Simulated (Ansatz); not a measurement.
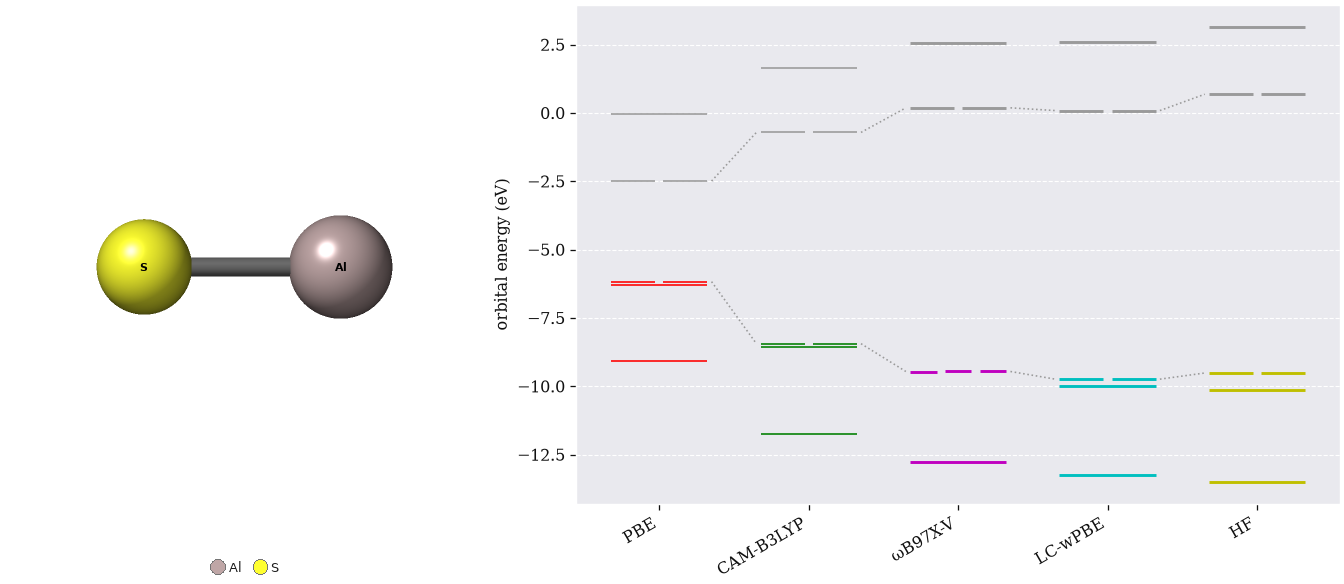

Frontier orbital energies (alpha spin) of AlS, doublet at one geometry, def2-TZVPP, the Ansatz code 0.2.0, at a PBE0-D4/def2-TZVP geometry (a minimum by its frequencies). Empty levels are grey, levels within 0.1 eV stand side by side; all columns show the same few orbitals around the gap. Dotted lines join the HOMOs and the LUMOs. HOMO and LUMO mean the alpha set's.

How do the frontier levels move from column to column?

Answer. The separation grows from 3.68 eV (PBE) to 10.20 eV (HF).

```csv
level,HOMO (eV),LUMO (eV),separation (eV)
PBE,−6.17,−2.49,3.68
CAM-B3LYP,−8.44,−0.71,7.73
ωB97X-V,−9.46,0.19,9.65
LC-wPBE,−9.74,0.09,9.83
HF,−9.51,0.68,10.20
```

Caveats, for all or some of the runs: empty levels above zero depend strongly on the basis.
